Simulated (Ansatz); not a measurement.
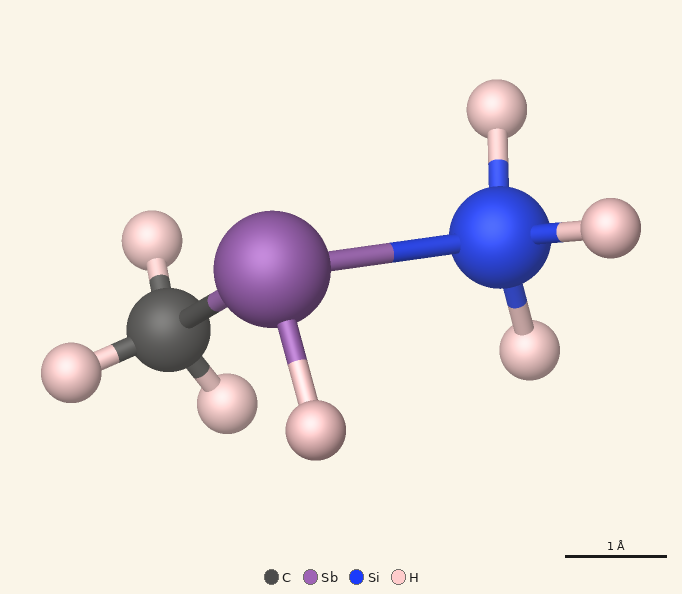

The picture shows the input geometry.

Ansatz 0.2.0 input:

```yaml
crystal:
  periodic: [false, false, false]
  atoms:
    - {symbol: C, position_ang: [-0.973403, 1.240859, -0.736081]}
    - {symbol: Sb, position_ang: [-0.667203, -0.893588, -0.971156]}
    - {symbol: Si, position_ang: [0.816725, -1.083587, 1.119352]}
    - {symbol: H, position_ang: [-0.036479, 1.751024, -0.521531]}
    - {symbol: H, position_ang: [-1.675717, 1.401781, 0.081707]}
    - {symbol: H, position_ang: [-1.405132, 1.633057, -1.656398]}
    - {symbol: H, position_ang: [0.718025, -0.717347, -1.961558]}
    - {symbol: H, position_ang: [1.537969, -2.384488, 1.122521]}
    - {symbol: H, position_ang: [-0.042658, -1.020660, 2.333198]}
    - {symbol: H, position_ang: [1.810973, 0.021750, 1.192945]}
basis:
  gaussian: {orbitals: def2-TZVP, fitting: {mean_field: def2-universal-jkfit}}
hamiltonian: {xc: {name: r2SCANh}, dispersion: d4}
output: {forces: true}
```

It was started with:

```sh
ansatz run in.yaml --threads 4 --pin off --events-out ev --progress --plain --max-ram 10444MiB
```

What the program printed:

```
Functional definition: r2SCANh
  name "r2SCANh"
  cite "Bursch, Neugebauer, Ehlert & Grimme, J. Chem. Phys. 156, 134105 (2022) doi:10.1063/5.0086040"
  cite "Furness, Kaplan, Ning, Perdew & Sun, J. Phys. Chem. Lett. 11, 8208 (2020) doi:10.1021/acs.jpclett.0c02405"
  cite "Furness, Kaplan, Ning, Perdew & Sun, J. Phys. Chem. Lett. 11, 9248 (2020) doi:10.1021/acs.jpclett.0c03077"
  parent r2scan
  parameter a = 0.1
  parameter k0 = 0.174
  parameter k1 = 0.065
  parameter a1 = 4.9479
  exchange = (1 - a)*r2scan_x(k0 = k0, k1 = k1, a1 = a1) + a*exact_x
  correlation = r2scan_c
547 factors; integrals over basis functions are off by at most 6.9e-1 eV
mean field evaluation 1: about -15560.9547 eV, gradient 5.3e1 eV
mean field evaluation 2: about -15552.5169 eV, gradient 7.2e1 eV
mean field evaluation 4: about -15567.5953 eV, gradient 3.7e0 eV
mean field evaluation 8: about -15567.6208 eV, gradient 4.7e-2 eV
mean field -15567.62084018 eV, -572.0995137640 hartree, gradient 4.8e-5 eV, S^2 0.000000; 0 other end points of the search recorded, 0 dependent functions left out
the calculation of the forces begins
reference -15567.62085338 eV, -572.0995142491 hartree; 25, 25 occupied and 135, 135 virtual orbitals, 547 factors
Total energy: -15567.67685942 eV, -572.1015724334 hartree
Atom 0 at    -0.973403     1.240859    -0.736081 Å, force    -0.006539     0.098159     0.010688 eV/Å
Atom 1 at    -0.667203    -0.893588    -0.971156 Å, force     0.019102    -0.047896    -0.024174 eV/Å
Atom 2 at     0.816725    -1.083587     1.119352 Å, force     0.031285    -0.005660     0.038520 eV/Å
Atom 3 at    -0.036479     1.751024    -0.521531 Å, force    -0.056619    -0.026282    -0.013494 eV/Å
Atom 4 at    -1.675717     1.401781     0.081707 Å, force     0.041541    -0.008949    -0.049181 eV/Å
Atom 5 at    -1.405132     1.633057    -1.656398 Å, force     0.025508    -0.022836     0.056496 eV/Å
Atom 6 at     0.718025    -0.717347    -1.961558 Å, force    -0.024754     0.003837     0.026916 eV/Å
Atom 7 at     1.537969    -2.384488     1.122521 Å, force    -0.027633     0.053697     0.002809 eV/Å
Atom 8 at    -0.042658    -1.020660     2.333198 Å, force     0.034836    -0.001942    -0.048867 eV/Å
Atom 9 at     1.810973     0.021750     1.192945 Å, force    -0.036725    -0.042128     0.000286 eV/Å
Dipole moment:    -0.076085     0.151628    -0.017658 e Å
```

The calculation finished and met its thresholds.
